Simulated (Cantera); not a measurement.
A closed system holds: 1 mol c-C4F8, a varied amount of H2, at 2175 °C and 0.0975 Torr.

Method: chemical equilibrium by Gibbs-energy minimisation in Cantera with the NASA 1993 tables (ideal gas, pure condensed phases). Candidate condensed phases: C, C6H6, C7H8, C8H18; 95 gas species. The feed counts by its element totals alone. Equilibrium is a limit: real reactors are often held back by kinetics, nucleation or transport.

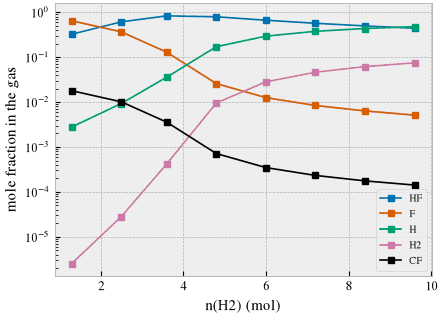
Fig. 1. Equilibrium gas composition (values under 1e-9 drawn at 1e-9)

### Question
Read off the mole fractions at 3.6 mol H2.

### Answer
HF about 0.83, F about 0.13, H about 0.036, CF about 0.0036, H2 about 0.00042.
